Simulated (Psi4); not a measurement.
**Single-point calculation, with input and output: AlO**

System: AlO (oxoaluminum), multiplicity 2, SMILES [O]=[Al].
Method: CASSCF/def2-SVP, ROHF (Psi4 1.11).

The geometry comes from this level: PBE0-D4/def2-TZVP.

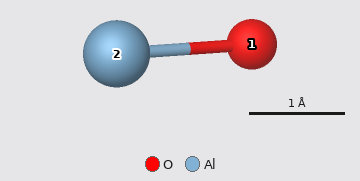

Fig. 1: The structure as given in the input (ball-and-stick view, seen at a tilt; atoms are numbered from 1 in the order of the input). Sticks mark near contacts. Bond lengths as drawn: Al–O 1.62 Å.

### Summary

| quantity | value |
| --- | --- |
| outcome | converged |
| total energy | −316.733404 hartree |
| SCF energy | −316.573312 hartree |
| CASSCF energy | −316.733404 hartree |
| correlation energy | −0.160092 hartree |
| basis functions | 32 |
| hardware | 1 thread of Intel Xeon @ 2.70GHz, 189 GiB of memory available, shared host |
| wall time | 15 s |
| peak memory | 0.19 GiB |

The record of the run, not the program, notes: active space taken by orbital order; may be a local solution.

### Input (calc.py)
```python
import psi4

psi4.set_memory(1600000000)
psi4.set_num_threads(1)
psi4.core.set_output_file('alo.out', False)

molecule = psi4.geometry("""
0 2
O      0.000000     0.000000    -0.024920
Al     0.000000     0.000000     1.594970
symmetry c1
""")

psi4.set_options({
    'basis': 'def2-SVP',
    'reference': 'rohf',
    'puream': True,
    'scf_type': 'df',
    'restricted_docc': [6],
    'active': [9],
    'mcscf_type': 'df',
    'mcscf_maxiter': 80,
    'mcscf_r_convergence': 0.0001,
    'mcscf_e_convergence': 1e-06,
    'nat_orbs': True,
    'maxiter': 100,
})

e_tot, wfn = psi4.energy("casscf", molecule=molecule, return_wfn=True)
print('E =', round(e_tot, 9))
for k, v in sorted(psi4.core.scalar_variables().items()):
    print(f'{k:45s} {v:18.10f}')
```

Launch command:
```bash
python calc.py
```

### Output
```
=> Loading Basis Set <=

    Name: DEF2-SVP
    Role: ORBITAL
    Keyword: BASIS

         ---------------------------------------------------------
                                   SCF
                             ROHF Reference
                        1 Threads,   1525 MiB Core
         ---------------------------------------------------------

  ==> Geometry <==

    Molecular point group: c1
    Full point group: C_inf_v

    Geometry (in Angstrom), charge = 0, multiplicity = 2:

       Center              X                  Y                   Z               Mass
    ------------   -----------------  -----------------  -----------------  -----------------
         O            0.000000000000     0.000000000000    -1.017001665941    15.994914619570
         AL           0.000000000000     0.000000000000     0.602888334059    26.981538530000

  Running in c1 symmetry.

  Rotational constants: A = ************  B =      0.63975  C =      0.63975 [cm^-1]
  Rotational constants: A = ************  B =  19179.09385  C =  19179.09385 [MHz]
  Nuclear repulsion =   33.974177203192809

  Charge       = 0
  Multiplicity = 2
  Electrons    = 21
  Nalpha       = 11
  Nbeta        = 10

  ==> Algorithm <==

  SCF Algorithm Type is DF.
  DIIS enabled.
  MOM disabled.
  Fractional occupation disabled.
  Guess Type is SAD.
  Energy threshold   = 1.00e-08
  Density threshold  = 1.00e-08
  Integral threshold = 1.00e-12

  ==> Primary Basis <==

  Basis Set: DEF2-SVP
    Blend: DEF2-SVP
    Number of shells: 14
    Number of basis functions: 32
    Number of Cartesian functions: 34
    Spherical Harmonics?: true
    Max angular momentum: 2

   => Loading Basis Set <=

    Name: (DEF2-SVP AUX)
    Role: JKFIT
    Keyword: DF_BASIS_SCF

  ==> Integral Setup <==

  DFHelper Memory: AOs need 0.002 GiB; user supplied 1.118 GiB.
  SCF_SUBTYPE=INCORE selected. In-core MEM_DF algorithm will be used.
  Using in-core AOs.

  ==> MemDFJK: Density-Fitted J/K Matrices <==

    J tasked:                   Yes
    K tasked:                   Yes
    wK tasked:                   No
    Memory [MiB]:              1144
    Algorithm:                 Core
    Schwarz Cutoff:           1E-12
    Mask sparsity (%):       0.1953
    Fitting Condition:        1E-10

   => Auxiliary Basis Set <=

  Basis Set: (DEF2-SVP AUX)
    Blend: DEF2-UNIVERSAL-JKFIT
    Number of shells: 63
    Number of basis functions: 205
    Number of Cartesian functions: 248
    Spherical Harmonics?: true
    Max angular momentum: 4

  Minimum eigenvalue in the overlap matrix is 2.4472922418E-02.
  Reciprocal condition number of the overlap matrix is 7.9021967177E-03.
    Using symmetric orthogonalization.

  ==> Pre-Iterations <==

  SCF Guess: Superposition of Atomic Densities via on-the-fly atomic UHF (no occupation information).

   -------------------------
    Irrep   Nso     Nmo
   -------------------------
     A         32      32
   -------------------------
    Total      32      32
   -------------------------

  ==> Iterations <==

                           Total Energy        Delta E     RMS |[F,P]|

   @DF-ROHF iter SAD:  -315.58588368346778   -3.15586e+02   0.00000e+00
   @DF-ROHF iter   1:  -316.31645012662358   -7.30566e-01   1.61159e-02 DIIS
   @DF-ROHF iter   2:  -315.54954590225833    7.66904e-01   3.38070e-02 DIIS
   @DF-ROHF iter   3:  -316.56769181025305   -1.01815e+00   1.88194e-03 DIIS
   @DF-ROHF iter   4:  -316.57276995912991   -5.07815e-03   4.13561e-04 DIIS
   @DF-ROHF iter   5:  -316.57322689621873   -4.56937e-04   1.79506e-04 DIIS
   @DF-ROHF iter   6:  -316.57329959362295   -7.26974e-05   9.18667e-05 DIIS
   @DF-ROHF iter   7:  -316.57331017953624   -1.05859e-05   3.01012e-05 DIIS
   @DF-ROHF iter   8:  -316.57331149356190   -1.31403e-06   1.06793e-05 DIIS
   @DF-ROHF iter   9:  -316.57331202364361   -5.30082e-07   5.28770e-06 DIIS
   @DF-ROHF iter  10:  -316.57331238092672   -3.57283e-07   7.53931e-07 DIIS
   @DF-ROHF iter  11:  -316.57331238631758   -5.39086e-09   9.43641e-08 DIIS
   @DF-ROHF iter  12:  -316.57331238636124   -4.36557e-11   1.94043e-08 DIIS
   @DF-ROHF iter  13:  -316.57331238636169   -4.54747e-13   8.83034e-10 DIIS
  Energy and wave function converged.

  ==> Post-Iterations <==

    Orbital Energies [Eh]
    ---------------------

    Doubly Occupied:

       1A    -58.481126     2A    -20.465977     3A     -4.920023
       4A     -3.234978     5A     -3.234978     6A     -3.233109
       7A     -1.131619     8A     -0.458594     9A     -0.394916
      10A     -0.394916

    Singly Occupied:

      11A     -0.211160

    Virtual:

      12A      0.068355    13A      0.068355    14A      0.163833
      15A      0.216838    16A      0.458457    17A      0.458457
      18A      0.544513    19A      0.592129    20A      0.592129
      21A      0.698824    22A      0.698824    23A      1.066653
      24A      1.395974    25A      1.395974    26A      1.419571
      27A      1.584325    28A      3.100572    29A      3.100572
      30A      3.207643    31A      3.207643    32A      3.599444

    Final Occupation by Irrep:
              A
    DOCC [    10 ]
    SOCC [     1 ]
    NA   [    11 ]
    NB   [    10 ]

  @DF-ROHF Final Energy:  -316.57331238636169

   => Energetics <=

    Nuclear Repulsion Energy =             33.9741772031928093
    One-Electron Energy =                -508.8013963316358286
    Two-Electron Energy =                 158.2539067420812842
    Total Energy =                       -316.5733123863617493

Computation Completed

Properties will be evaluated at   0.000000,   0.000000,   0.000000 [a0]

Properties computed using the SCF density matrix

 Multipole Moments:

 ------------------------------------------------------------------------------------
     Multipole            Electronic (a.u.)      Nuclear  (a.u.)        Total (a.u.)
 ------------------------------------------------------------------------------------

 L = 1.  Multiply by 2.5417464519 to convert [e a0] to [Debye]
 Dipole X            :          0.0000000            0.0000000            0.0000000
 Dipole Y            :          0.0000000            0.0000000            0.0000000
 Dipole Z            :          2.8395850           -0.5640171            2.2755679
 Magnitude           :                                                    2.2755679

 ------------------------------------------------------------------------------------

	total time  =          1 seconds =       0.02 minutes
  Constructing Basis Sets for MCSCF...

   => Loading Basis Set <=

    Name: (DEF2-SVP AUX)
    Role: JKFIT
    Keyword: DF_BASIS_SCF

         ---------------------------------------------------------
                Multi-Configurational Self-Consistent Field
                            (a 'D E T C I' module)

         ---------------------------------------------------------

Warning: iopen=0,opentype!=closed. Making iopen=1

   ==> Parameters <==

    EX LEVEL       =        9      H0 BLOCKSIZE  =     1000
    VAL EX LEVEL   =        0      H0 GUESS SIZE =     1000
    H0COUPLINGSIZE =        0      H0 COUPLING   =       NO
    MAXITER        =       12      NUM PRINT     =       20
    NUM ROOTS      =        1      ICORE         =        1
    PRINT LVL      =        1      FCI           =      YES
    R CONV         = 1.00e-07      MIXED         =      YES
    E CONV         = 1.00e-06      MIXED4        =      YES
    R4S            =       NO      REPL OTF      =       NO
    DIAG METHOD    =      SEM      FOLLOW ROOT   =        0
    PRECONDITIONER = DAVIDSON      UPDATE        = DAVIDSON
    S              =   0.5000      Ms0           =       NO
    GUESS VECTOR   =  H0BLOCK      OPENTYPE      = HIGHSPIN
    COLLAPSE SIZE  =        1      HD AVG        = EVANGELISTI
    MAX NUM VECS   =       13      REF SYM       =     AUTO
    IOPEN        =      YES

    EX ALLOW       =  1  1  1  1  1  1  1  1  1
    STATE AVERAGE  =  0(1.00)

   ==> CI Orbital and Space information <==

   ------------------------------------
               Space    Total     A
   ------------------------------------
                 Nso       32    32
                 Nmo       32    32
               Ndocc       10    10
               Nsocc        1     1
   ------------------------------------
               MCSCF Spaces
   ------------------------------------
         Frozen DOCC        0     0
     Restricted DOCC        6     6
              Active        9     9
     Restricted UOCC       17    17
         Frozen UOCC        0     0
   ------------------------------------

   ==> Setting up CI strings <==

    There are 126 alpha and 126 beta strings
    The CI space requires 15876 (1.59E+04) determinants and 1 blocks

   ==> Setting up DF-MCSCF integrals <==

  DFHelper Memory: AOs need 0.002 GiB; user supplied 1.192 GiB.
  SCF_SUBTYPE=INCORE selected. In-core MEM_DF algorithm will be used.
  Using in-core AOs.

  ==> MemDFJK: Density-Fitted J/K Matrices <==

    J tasked:                   Yes
    K tasked:                   Yes
    wK tasked:                   No
    Memory [MiB]:              1220
    Algorithm:                 Core
    Schwarz Cutoff:           1E-12
    Mask sparsity (%):       0.1953
    Fitting Condition:        1E-10

   => Auxiliary Basis Set <=

  Basis Set: (DEF2-SVP AUX)
    Blend: DEF2-UNIVERSAL-JKFIT
    Number of shells: 63
    Number of basis functions: 205
    Number of Cartesian functions: 248
    Spherical Harmonics?: true
    Max angular momentum: 4

  DFHelper Memory: AOs need 0.002 GiB; user supplied 1.192 GiB.
  SCF_SUBTYPE=INCORE selected. In-core MEM_DF algorithm will be used.
  Using in-core AOs.

   ==> Starting DF-MCSCF iterations <==

           Iter         Total Energy       Delta E   Orb RMS    CI RMS  NCI NORB
   @DF-MCSCF  1:   -316.621421323194   -4.8109e-02  1.62e-02  0.00e+00   12    1  Initial CI
      Warning! Maxstep = 0.71, scaling to 0.50
   @DF-MCSCF  2:   -316.678892505430   -5.7471e-02  8.09e-03  0.00e+00   12    1  TS
   @DF-MCSCF  3:   -316.701302034646   -2.2410e-02  4.67e-03  0.00e+00   12    1  TS
   @DF-MCSCF  4:   -316.714140664997   -1.2839e-02  3.30e-03  0.00e+00   12    1  TS, DIIS
   @DF-MCSCF  5:   -316.723967308758   -9.8266e-03  2.26e-03  0.00e+00   12    1  TS, DIIS
   @DF-MCSCF  6:   -316.730329716500   -6.3624e-03  1.30e-03  0.00e+00   12    1  TS, DIIS
   @DF-MCSCF  7:   -316.733044480362   -2.7148e-03  8.57e-04  0.00e+00   12    1  TS, DIIS
   @DF-MCSCF  8:   -316.733226191794   -1.8171e-04  4.35e-04  0.00e+00   12    1  TS, DIIS
   @DF-MCSCF  9:   -316.733392088894   -1.6590e-04  2.59e-04  0.00e+00   12    1  TS, DIIS
   @DF-MCSCF 10:   -316.733402167008   -1.0078e-05  1.16e-04  0.00e+00   12    1  TS, DIIS
   @DF-MCSCF 11:   -316.733404057788   -1.8908e-06  4.70e-05  0.00e+00   12    1  TS, DIIS
   @DF-MCSCF 12:   -316.733404306879   -2.4909e-07  2.42e-05  0.00e+00   12    1  TS, DIIS

          @DF-MCSCF has converged!

   @DF-MCSCF Final Energy: -316.733404306878811

   Computing CI Natural Orbitals

   ==> Starting CI iterations <==

    H0 Block Eigenvalue = -316.69059397

    Simultaneous Expansion Method (Block Davidson Method)
    Using 1 initial trial vectors

     Iter   Root       Total Energy       Delta E      C RMS

   @CI  0:     0   -316.690593969799   -2.3572E+01   3.6354E-01
   @CI  1:     0   -316.729989572542   -3.9396E-02   1.1407E-01
   @CI  2:     0   -316.732814272613   -2.8247E-03   4.4589E-02
   @CI  3:     0   -316.733308322839   -4.9405E-04   1.8199E-02
   @CI  4:     0   -316.733392766498   -8.4444E-05   5.9988E-03
   @CI  5:     0   -316.733401820175   -9.0537E-06   2.5098E-03
   @CI  6:     0   -316.733403488735   -1.6686E-06   1.0237E-03
   @CI  7:     0   -316.733403899375   -4.1064E-07   6.5123E-04 c

   ==> Energetics <==

    SCF energy =         -316.573312386361749
    Total MCSCF energy = -316.733404306878811

   ==> MCSCF root 0 information <==

    MCSCF Root 0 energy =  -316.733403899374593

   Active Space Natural occupation numbers:

         A   1.985856         A   1.962531         A   1.955602
         A   1.955602         A   1.009531         A   0.044582
         A   0.044582         A   0.028420         A   0.013294

   The 20 most important determinants:

    *   1    0.964469  (    0,    0)  7AX 8AX 9AX 10AX 11AA
    *   2    0.084938  (    8,   16)  7AX 8AX 10AX 11AA 13AX
    *   3    0.084938  (    2,    5)  7AX 8AX 9AX 11AA 12AX
    *   4   -0.057455  (    8,    5)  7AX 8AX 9AB 10AA 11AA 12AB 13AA
    *   5   -0.057455  (    2,   16)  7AX 8AX 9AA 10AB 11AA 12AA 13AB
    *   6    0.054945  (    8,    3)  7AX 8AA 9AB 10AX 11AX 13AA
    *   7   -0.054945  (    2,    3)  7AX 8AA 9AX 10AB 11AX 12AA
    *   8    0.047157  (   24,   37)  7AX 9AX 10AX 11AA 14AX
    *   9   -0.041511  (   21,    3)  7AX 8AA 9AX 10AX 11AB 14AA
    *  10    0.041397  (    2,   37)  7AX 8AA 9AX 10AB 11AA 12AA 14AB
    *  11   -0.041397  (    8,   37)  7AX 8AA 9AB 10AX 11AA 13AA 14AB
    *  12    0.039851  (   24,    5)  7AX 8AB 9AX 10AA 11AA 12AB 14AA
    *  13   -0.039851  (   24,   16)  7AX 8AB 9AA 10AX 11AA 13AB 14AA
    *  14    0.039214  (    0,   25)  7AX 8AX 9AA 10AA 11AA 12AB 13AB
    *  15    0.037265  (   15,    0)  7AX 8AX 9AB 10AB 11AA 12AA 13AA
    *  16    0.036405  (    0,   22)  7AX 8AA 9AA 10AX 11AX 13AB
    *  17   -0.036405  (    0,   10)  7AX 8AA 9AX 10AA 11AX 12AB
    *  18   -0.032656  (   24,    3)  7AX 9AX 10AX 11AX 14AA
    *  19   -0.030884  (    8,   73)  7AA 8AX 9AB 10AX 11AA 13AA 15AB
    *  20    0.030884  (    2,   73)  7AA 8AX 9AX 10AB 11AA 12AA 15AB

Properties will be evaluated at   0.000000,   0.000000,   0.000000 [a0]

Properties computed using the CASSCF density matrix

 Multipole Moments:

 ------------------------------------------------------------------------------------
     Multipole            Electronic (a.u.)      Nuclear  (a.u.)        Total (a.u.)
 ------------------------------------------------------------------------------------

 L = 1.  Multiply by 2.5417464519 to convert [e a0] to [Debye]
 Dipole X            :          0.0000000            0.0000000            0.0000000
 Dipole Y            :          0.0000000            0.0000000            0.0000000
 Dipole Z            :          2.3688029           -0.5640171            1.8047858
 Magnitude           :                                                    1.8047858

 ------------------------------------------------------------------------------------
```

### Standard output
```
E = -316.733403899
CI CORRELATION ENERGY                              -0.1600915130
CI ROOT 0 CORRELATION ENERGY                       -0.1600915130
CI ROOT 0 TOTAL ENERGY                           -316.7334038994
CI TOTAL ENERGY                                  -316.7334038994
CURRENT CORRELATION ENERGY                         -0.1600915130
CURRENT ENERGY                                   -316.7334038994
CURRENT REFERENCE ENERGY                         -316.5733123864
DD SOLVATION ENERGY                                 0.0000000000
DETCI AVG DVEC NORM                                 0.0006512338
FCI CORRELATION ENERGY                             -0.1600915130
FCI TOTAL ENERGY                                 -316.7334038994
HF KINETIC ENERGY                                 316.4057410326
HF POTENTIAL ENERGY                              -632.9790534190
HF TOTAL ENERGY                                  -316.5733123864
HF VIRIAL RATIO                                     2.0005296091
MCSCF TOTAL ENERGY                               -316.7334038994
NUCLEAR REPULSION ENERGY                           33.9741772032
ONE-ELECTRON ENERGY                              -508.8013963316
PCM POLARIZATION ENERGY                             0.0000000000
PE ENERGY                                           0.0000000000
SCF ITERATION ENERGY                             -316.5733123864
SCF ITERATIONS                                     13.0000000000
SCF TOTAL ENERGY                                 -316.5733123864
TWO-ELECTRON ENERGY                               158.2539067421
```
